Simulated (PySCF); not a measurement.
C₂H₆Zn, SMILES `C[Zn]C`.

Method: r2SCAN/def2-SVP; geometry: GFN2-xTB; program: PySCF. No frequency check shows the geometry to be a minimum. GFN2-xTB bond lengths at metals and heavier atoms can be off by up to 0.1 Å and shapes distorted, which carries into these values.

Geometry (Å), atoms numbered from 1:

```
C1       2.0420   -0.0014   -0.0002
Zn2     -0.0000    0.0007   -0.0000
C3      -2.0420   -0.0014   -0.0002
H4       2.4446   -0.1349    1.0009
H5       2.4446   -0.7999   -0.6159
H6       2.4446    0.9328   -0.3834
H7      -2.4445    1.0039   -0.0974
H8      -2.4445   -0.4181    0.9195
H9      -2.4445   -0.5877   -0.8204
```

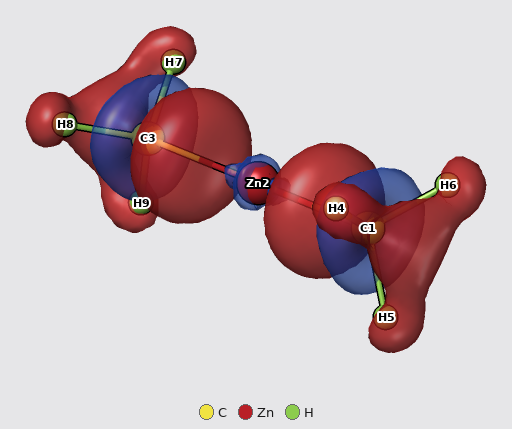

Fukui function f⁻ = ρ(N) − ρ(N−1) at fixed geometry, surfaces at ±0.04 e/Å³ (red positive, blue negative).

Which atoms respond most to the removal of an electron?

f⁻ (Hirshfeld-condensed) is largest on Zn2 (0.22) and C1 and C3 (0.18 each); the vertical ionisation energy is 8.98 eV. Condensed values hint at sites of electrophilic attack but needn't mark the atom that reacts. Shares this close don't rank the sites. Orbital relaxation makes it negative in places (0.17 e in all).
